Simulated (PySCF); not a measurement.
Consider GeB (charge +1, triplet).

```yaml
atoms:
  - { symbol: Ge, position_ang: [0.0000, 0.0000, -0.2809] }
  - { symbol: B, position_ang: [0.0000, 0.0000, 1.8861] }
```

Level of theory: PBE0/jorge-DZP-DKH, spin-free X2C-1e, Gaussian nucleus, at a bond length of 2.167 Å (PySCF 2.14.0).

> What will maps of the electron density, electron localisation function and spin density show?

Ge–B (2.17 Å): ρ is about 0.6 e/Å³ halfway; the ELF peaks at about 0.95 in the valence shell of B, 0.7 Å from its nucleus, and is about 0.75 at the midpoint.
The unpaired spin (2 electrons) lies mostly on B2 (about 1.1) and Ge1 (about 0.9), in electrons by Hirshfeld's partition.

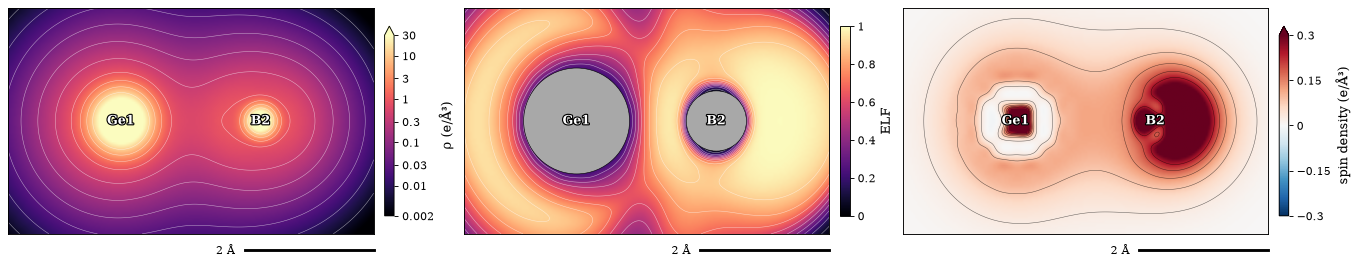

Computed electron density, electron localisation function and spin density on a plane that holds the molecular axis, in this order. Grey discs cover the atomic cores in the ELF map. 
